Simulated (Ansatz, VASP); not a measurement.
# KI in two plane-wave programs

One calculation is typed for both programs; each brings its own data sets. How far apart do they land? The cell is taken from a series of VASP runs on this material, whose earlier steps may have relaxed, scaled or displaced it; both programs get it as it stands. Other levels of theory on this material are compared in a session of their own. Valence electrons are named where the data sets of a main pair hold unlike numbers.

Calculated with Ansatz 0.2.0; plane waves, with VASP 6.6.1 beside it; band structure at LDA, spin-orbit coupling.

## Step 1: The starting structure

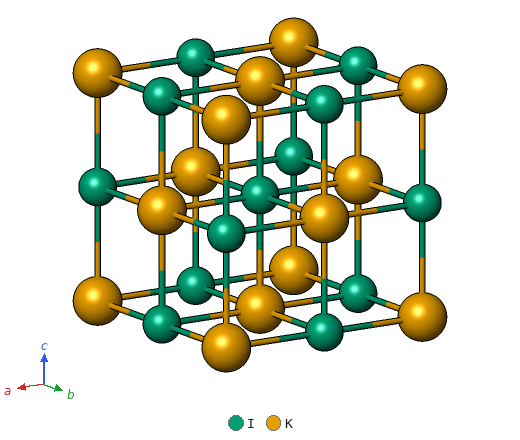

The starting structure, seen from a free direction (iodine teal, potassium orange). This picture shows the conventional cell, with its axes. Some periodic images of atoms are drawn too.

As a file:

```cif
data_structure
_symmetry_space_group_name_H-M 'Fm-3m'
_symmetry_Int_Tables_number 225
_cell_length_a 7.0491
_cell_length_b 7.0491
_cell_length_c 7.0491
_cell_angle_alpha 90.000
_cell_angle_beta 90.000
_cell_angle_gamma 90.000
_cell_volume 350.27
loop_
_atom_site_label
_atom_site_type_symbol
_atom_site_symmetry_multiplicity
_atom_site_Wyckoff_symbol
_atom_site_fract_x
_atom_site_fract_y
_atom_site_fract_z
_atom_site_occupancy
I1 I 4 b 0.50000 0.00000 0.00000 1
K1 K 4 a 0.00000 0.00000 0.00000 1
```

## Step 2: Ansatz: band structure, LDA, spin-orbit coupling

Ansatz runs on its fully relativistic PAW (standard-fr) files.

Levels along a path test the potential and the projectors away from the mesh points.

The input, input.yaml:

```yaml
crystal:
  lattice:
    - [0.0, 3.52455, 3.52455]
    - [3.52455, 0.0, 3.52455]
    - [3.52455, 3.52455, 0.0]
  atoms:
    - { symbol: I, position: [0.5, 0.5, 0.5] }
    - { symbol: K, position: [0.0, 0.0, 0.0] }
hamiltonian:
  xc: lda
  pseudopotentials: { kind: paw_fr }
magnetization:
  noncollinear: true
  spin_orbit: true
kpoints:
  mp_grid: { grid: [6, 6, 6] }
  band_path:
    path:
      - [0.0, 0.0, 0.0]
      - [0.16667, 0.0, 0.16667]
      - [0.33333, 0.0, 0.33333]
      - [0.5, 0.0, 0.5]
      - [0.5, 0.08333, 0.58333]
      - [0.5, 0.19444, 0.69444]
      - [0.5, 0.25, 0.75]
      - [0.45833, 0.29167, 0.75]
      - [0.40278, 0.34722, 0.75]
      - [0.375, 0.375, 0.75]
      - [0.20833, 0.20833, 0.41667]
      - [0.08333, 0.08333, 0.16667]
      - [0.0, 0.0, 0.0]
      - [0.22222, 0.22222, 0.22222]
      - [0.38889, 0.38889, 0.38889]
      - [0.51389, 0.47222, 0.51389]
      - [0.55556, 0.38889, 0.55556]
      - [0.61111, 0.27778, 0.61111]
      - [0.61111, 0.25, 0.63889]
      - [0.56944, 0.25, 0.68056]
      - [0.51389, 0.25, 0.73611]
      - [0.5, 0.27778, 0.72222]
      - [0.5, 0.38889, 0.61111]
      - [0.5, 0.47222, 0.52778]
      - [0.48611, 0.48611, 0.52778]
      - [0.43056, 0.43056, 0.63889]
      - [0.38889, 0.38889, 0.72222]
      - [0.59722, 0.19444, 0.59722]
      - [0.55556, 0.11111, 0.55556]
      - [0.5, 0.0, 0.5]
    npoints: 1
scf:
  occupations: { method: gaussian, width: 0.03 }
  n_extra_bands: 14
output:
  forces: true
  stress: true
  eigenvalues: true
```

The run is started by

```
$ ansatz run input.yaml --threads 2 --pin off --max-ram 4608MiB --backend cpu --events-out ev --progress --plain --runs-dir out
```

Numbers of over 12 decimals in the logs are rounded to 6 here.

Log:

```text
scf.n_extra_bands = 14 over 26 filled bands (N_el = 26.0): the run solves 40 bands
Engine: ansatz 0.2.0, aarch64-unknown-linux-gnu
Pseudopotentials: kind: paw_fr
Pseudopotential: I, paw_fr, valence charge 17, recommended cutoff 420 eV (normal), I.paw.azcp#standard-fr
Pseudopotential: K, paw_fr, valence charge 9, recommended cutoff 420 eV (normal), K.paw.azcp#standard-fr
Functional definition: SPW92
  exchange = slater_x
  correlation = pw_c
non-collinear run that drives no moment, with spin-orbit: no starting moment large enough to seed its density (crystal.atoms[].spin), no starting occupations that ask for one, no magnetisation constraint and no magnetic field, so the semilocal B_xc is pinned to zero
Crystal: 2 atoms, lattice volume = 87.567 Å³
Basis set: ecut = 420 eV, 1687 PW (Γ)
Bands: 40, of which v1, the nominal top of the filled ones, is band 26 counted from 1 (25 counted from 0)
Symmetry: 48 space group operations + 48 with time reversal
Magnetic group: BNS 225.117 (UNI 1619), of the structure as read, at distance tolerance 4.4e-5 Å
k-points: 16 of 216
Projection manifold: j_resolved (fully-relativistic pseudo-atomic orbitals)
Non-local potential: I, projectors of the file, l = 0: 2, l = 1: 4, l = 2: 4, l = 3: 4
Non-local potential: K, projectors of the file, l = 0: 3, l = 1: 4, l = 2: 4
PAW form: soft (Blöchl's): semilocal exchange-correlation on the pseudo side does not see the compensation charge
PAW frozen core: I, regenerated for the run's functional, and the local potential with it (the file was generated under x = pbe(κ = 0.804, μ = 0.219515), c = pbe(β = 0.066725))
PAW frozen core: K, regenerated for the run's functional, and the local potential with it (the file was generated under x = pbe(κ = 0.804, μ = 0.219515), c = pbe(β = 0.066725))
PAW one-centre angular grid: I, 590 points (default); XC on 64 Gauss nodes
PAW one-centre angular grid: K, 110 points (default); XC on 64 Gauss nodes
Initial density: superposition of atomic densities (chi_scale 0.1, normalization cell, long waves kept (reshape's long-wave potential 0.00 eV rms))
Initial wavefunctions: pseudopotential atomic-orbital guess
Functional: x = slater, c = lda
SCF iter   1: F=—  HF=-8859.221119 eV  |F-HF|=—  |Δ(HF+E_count)|=         —  Δρ=4.02e-2  dr2=2.75e0  dr2_m=0.00e0 (ungated)  ethr=3.10e-3  |M|=0.00e0 ∫|m|=0.00e0 μB  |m|>n=0.0e0 m-floor=0.0e0 τ_xc=0.0e0  β_m=0.30  ⟨swp⟩=11.4  Hψ=2129  notcnv=0  defer=18
preconditioner: auto → none  [insulator: Δε(μ)=2.176 eV  Ē_g=9.115 eV  σ=0.030 eV  W_gap=1.00  n_scr=14 (ndim 8)  ℏωp=11.2 eV  f_vac=0.019  D(μ)=0.00/eV (n_scr^D=0)  ε∞_Penn≈2.5]
SCF iter   2: F=—  HF=-8858.167695 eV  |F-HF|=—  |Δ(HF+E_count)|=    1.05e0  Δρ=1.53e-2  dr2=3.88e-1  dr2_m=0.00e0 (ungated)  ethr=3.10e-3  |M|=0.00e0 ∫|m|=0.00e0 μB  |m|>n=0.0e0 m-floor=0.0e0 τ_xc=0.0e0  β_m=0.38  ⟨swp⟩=3.6  Hψ=607  notcnv=0  defer=136
SCF iter   3: F=—  HF=-8857.995919 eV  |F-HF|=—  |Δ(HF+E_count)|=   1.72e-1  Δρ=4.45e-3  dr2=2.01e-2  dr2_m=0.00e0 (ungated)  ethr=1.49e-3  |M|=0.00e0 ∫|m|=0.00e0 μB  |m|>n=0.0e0 m-floor=0.0e0 τ_xc=0.0e0  β_m=0.55  ⟨swp⟩=3.6  Hψ=478  notcnv=0  defer=136
SCF iter   4: F=—  HF=-8857.993215 eV  |F-HF|=—  |Δ(HF+E_count)|=   2.70e-3  Δρ=1.19e-3  dr2=1.25e-3  dr2_m=0.00e0 (ungated)  ethr=7.71e-5  |M|=0.00e0 ∫|m|=0.00e0 μB  |m|>n=0.0e0 m-floor=0.0e0 τ_xc=0.0e0  β_m=0.62  ⟨swp⟩=3.1  Hψ=465  notcnv=0  defer=136
SCF iter   5: F=—  HF=-8857.993343 eV  |F-HF|=—  |Δ(HF+E_count)|=   1.28e-4  Δρ=1.75e-4  dr2=1.14e-5  dr2_m=0.00e0 (ungated)  ethr=4.80e-6  |M|=0.00e0 ∫|m|=0.00e0 μB  |m|>n=0.0e0 m-floor=0.0e0 τ_xc=0.0e0  β_m=0.79  ⟨swp⟩=2.0  Hψ=344  notcnv=0  defer=136
SCF iter   6: F=—  HF=-8857.993320 eV  |F-HF|=—  |Δ(HF+E_count)|=   2.28e-5  Δρ=1.17e-5  dr2=7.96e-8  dr2_m=0.00e0 (ungated)  ethr=3.85e-10  |M|=0.00e0 ∫|m|=0.00e0 μB  |m|>n=0.0e0 m-floor=0.0e0 τ_xc=0.0e0  β_m=0.76  ⟨swp⟩=15.1  Hψ=2485  notcnv=0
SCF iter   7: F=-8857.993320 eV  HF=-8857.993320 eV  |F-HF|=2.22e-9  |Δ(HF+E_count)|=   3.67e-8  Δρ=2.60e-6  dr2=4.89e-9  dr2_m=0.00e0 (ungated)  ethr=3.06e-10  |M|=0.00e0 ∫|m|=0.00e0 μB  |m|>n=0.0e0 m-floor=0.0e0 τ_xc=0.0e0  ⟨swp⟩=2.6  Hψ=936  notcnv=0
SCF 1 converged in 7 iterations: F = -8857.993320 eV  dr2 = 4.89e-9
  greatest PAW one-centre occupation: 0.999 electrons in one spin orbital (limit 2), on the I atom at site 0 (counted from 0), in its partial waves of l = 2
NSCF: frozen V_eff on 30 k-points
SCF converged after 7 iterations
Magnetization: |M| = 0.0000 μB,  M = (+0.0000, +0.0000, +0.0000) μB
Absolute magnetization: 0.0000 μB (∫|m|)
  site 0: m = (+0.0000, +0.0000, +0.0000) μB, |m| = 0.0000 μB  (R = 1.45 Å)
  site 1: m = (+0.0000, +0.0000, +0.0000) μB, |m| = 0.0000 μB  (R = 1.45 Å)
Free energy (F): -8857.993320 eV
Harris-Foulkes:  -8857.993320 eV  (|F-HF|=2.22e-9)
Internal energy: -8857.993320 eV  (E = F + TS)
E sigma→0 (E₀):  -8857.993320 eV
Fermi energy:    4.030673 eV
--- Per-component energies (eV) ---
  E_band       = -525.672103
  E_kinetic    = 443.441719
  E_local      = -2830.439853  (includes V_loc(G=0)·N_el)
  E_nonlocal   = -68.943954
  E_hartree    = 1337.215929
  E_xc         = -260.236704
  E_vxc        = -292.097118  (∫ρ·V_xc dr)
  E_paw        = -5406.817538  (= ΣΔE_a)
  E_vpaw       = -452.067676  (= ΣTr[D̂ρ^β])
  E_aug_tail   = 0.000050  (compensation charges beyond the density's cutoff)
  E_ewald      = -2073.259316
  E_core_change = 1.046346  (= ΣΔE_core)
  E_smearing   = -0.000000  (= −TS)
  E_closure    = 0.000000  (closes the sum)
  Σ components = -8857.993320   (vs F -8857.993320, Δ=0.00e0)
--- Forces (eV/Å), atoms counted from 1 ---
  atom   1  I      0.00000000    -0.00000000     0.00000000
  atom   2  K     -0.00000000     0.00000000    -0.00000000
  max |Σ_I F_I| component: 7.81e-29 eV/Å
--- Stress (GPa, compression-positive) ---
       -1.232387      -0.000000       0.000000
        0.000000      -1.232387       0.000000
       -0.000000      -0.000000      -1.232387
  P = ⅓ Tr σ = -1.2324 GPa (-12.324 kbar)
--- Band table (eV; the first three rows and the last of 16) ---
  k-point 0: bands = [... 22 lower, 2.3844, 2.3844, 2.3844, 2.3844, 5.6768, 5.6768, 8.3463, 8.3463, ... 10 higher]
  k-point 1: bands = [... 22 lower, 2.0375, 2.0375, 2.2784, 2.2784, 6.3320, 6.3320, 8.2560, 8.2560, ... 10 higher]
  k-point 2: bands = [... 22 lower, 1.6442, 1.6442, 2.0848, 2.0848, 7.1252, 7.1252, 8.8295, 8.8295, ... 10 higher]
  k-point 15: bands = [... 22 lower, 1.5290, 1.5290, 1.7481, 1.7481, 7.4859, 7.4859, 8.2047, 8.2047, ... 10 higher]
```

It took 21 s on 2 threads of Arm Neoverse N1, shared host; peak memory 0.5 GiB.

## Step 3: VASP: band structure, LDA, spin-orbit coupling

The same cell, functional (in two slightly different forms), mesh and smearing now go to VASP, with its own data sets.

Lines of VASP's logs that name or quote its potential files are left out, and so is its time.

The input, INCAR:

```
SYSTEM = KI
PREC = Accurate
ENCUT = 350
EDIFF = 1E-06
NELM = 100
ISMEAR = 0
SIGMA = 0.03
LREAL = .FALSE.
ALGO = Normal
GGA = CA
LNONCOLLINEAR = .TRUE.
MAGMOM = 0 0 0 0 0 0
NBANDS = 28
GGA_COMPAT = .FALSE.
LASPH = .TRUE.
LSORBIT = .TRUE.
LORBIT = 11
LWAVE = .FALSE.
LCHARG = .FALSE.
KPAR = 4
```

The input, POSCAR:

```
KI
1.0
    0.0000000000      3.5245500000      3.5245500000
    3.5245500000      0.0000000000      3.5245500000
    3.5245500000      3.5245500000      0.0000000000
I K
1 1
Direct
    0.5000000000      0.5000000000      0.5000000000
    0.0000000000      0.0000000000      0.0000000000
```

The input, KPOINTS:

```
Automatic mesh
0
Gamma
6 6 6
0 0 0
```

The input, KPOINTS_OPT:

```
Line mode
10
Line-mode
Reciprocal
  0.00000000   0.00000000   0.00000000 GAMMA
  0.50000000   0.00000000   0.50000000 X

  0.50000000   0.00000000   0.50000000 X
  0.50000000   0.25000000   0.75000000 W

  0.50000000   0.25000000   0.75000000 W
  0.37500000   0.37500000   0.75000000 K

  0.37500000   0.37500000   0.75000000 K
  0.00000000   0.00000000   0.00000000 GAMMA

  0.00000000   0.00000000   0.00000000 GAMMA
  0.50000000   0.50000000   0.50000000 L

  0.50000000   0.50000000   0.50000000 L
  0.62500000   0.25000000   0.62500000 U

  0.62500000   0.25000000   0.62500000 U
  0.50000000   0.25000000   0.75000000 W

  0.50000000   0.25000000   0.75000000 W
  0.50000000   0.50000000   0.50000000 L

  0.50000000   0.50000000   0.50000000 L
  0.37500000   0.37500000   0.75000000 K

  0.62500000   0.25000000   0.62500000 U
  0.50000000   0.00000000   0.50000000 X
```

PAW data sets: I and K_sv (LDA family, release 64).

The run is started by

```
$ mpirun -np 4 vasp_ncl
```

Log:

```text
[banner, memory and clock lines left out]
running    4 mpi-ranks, on    1 nodes
 distrk:  each k-point on    1 cores,    4 groups
 distr:  one band on    1 cores,    1 groups

 POSCAR found type information on POSCAR I K
 POSCAR found :  2 types and       2 ions
 LDA part: xc-table for (Slater(with rela. corr.)+CA(PZ))
 , standard interpolation
 POSCAR, INCAR and KPOINTS ok, starting setup
 FFT: planning ... GRIDC
 FFT: planning ... GRID_SOFT
 FFT: planning ... GRID
 WAVECAR not read
 entering main loop
       N       E                     dE             d eps       ncg     rms          rms(c)
DAV:   1     0.808770123960E+02    0.80877E+02   -0.52273E+03   896   0.714E+02
DAV:   2     0.658307346948E+00   -0.80219E+02   -0.76351E+02  1060   0.217E+02
DAV:   3    -0.613344772342E+01   -0.67918E+01   -0.67604E+01  1480   0.532E+01
DAV:   4    -0.636397548896E+01   -0.23053E+00   -0.23008E+00  1276   0.933E+00
DAV:   5    -0.636926189781E+01   -0.52864E-02   -0.52859E-02  1296   0.117E+00    0.469E+00
DAV:   6    -0.628185640403E+01    0.87405E-01   -0.89561E-02  1092   0.209E+00    0.311E+00
DAV:   7    -0.626630405843E+01    0.15552E-01   -0.57115E-02  1164   0.125E+00    0.207E+00
DAV:   8    -0.626761481770E+01   -0.13108E-02   -0.16872E-02  1308   0.675E-01    0.489E-01
DAV:   9    -0.626717690079E+01    0.43792E-03   -0.47382E-03  1040   0.421E-01    0.865E-02
DAV:  10    -0.626719619942E+01   -0.19299E-04   -0.23908E-04  1120   0.101E-01    0.615E-02
DAV:  11    -0.626721533907E+01   -0.19140E-04   -0.22016E-05  1288   0.267E-02    0.257E-02
DAV:  12    -0.626722928409E+01   -0.13945E-04   -0.94622E-06  1112   0.200E-02    0.124E-02
DAV:  13    -0.626722960867E+01   -0.32459E-06   -0.42058E-07   948   0.458E-03
   1 F= -.62672296E+01 E0= -.62672296E+01  d E =-.950187E-17  mag=    -0.0000     0.0000    -0.0000
 Start KPOINTS_OPT (optional k-point list driver)
k-point batch [1-16\100]
       N       E                     dE             ncg
DAV:   1    -0.112445769307E+04   -0.50230E+04      896
DAV:   2    -0.245601402899E+04   -0.13316E+04     1100
DAV:   3    -0.256779365652E+04   -0.11178E+03     1460
DAV:   4    -0.257105286428E+04   -0.32592E+01     1284
DAV:   5    -0.257113282448E+04   -0.79960E-01     1352
DAV:   6    -0.257113454854E+04   -0.17241E-02     1284
DAV:   7    -0.257113458858E+04   -0.40036E-04     1372
DAV:   8    -0.257113458962E+04   -0.10414E-05     1028
DAV:   9    -0.257113458970E+04   -0.77488E-07      908
[...]
k-point batch [97-100\100]
       N       E                     dE             ncg
DAV:   1     0.416768011406E+04   -0.17454E+04      224
DAV:   2     0.384651584396E+04   -0.32116E+03      272
DAV:   3     0.382050077705E+04   -0.26015E+02      384
DAV:   4     0.381982673588E+04   -0.67404E+00      320
DAV:   5     0.381981155426E+04   -0.15182E-01      384
DAV:   6     0.381981134196E+04   -0.21230E-03      360
DAV:   7     0.381981133753E+04   -0.44365E-05      384
DAV:   8     0.381981133746E+04   -0.68382E-07      224
```

(Continued in part 2 of 2.)

[Lines on the potential files, build, host, timing and source positions are cut from VASP's logs without a mark.]

[Logs are printed without paths, hosts, clocks, repeated set-up lines and the standing remarks that a program may print on its own settings, such as how far it seeks lower states.]

[Hosts, paths, dates, database ids (printed as entryN), source tags and the programs' standing remarks are cut or masked in the printed files.]
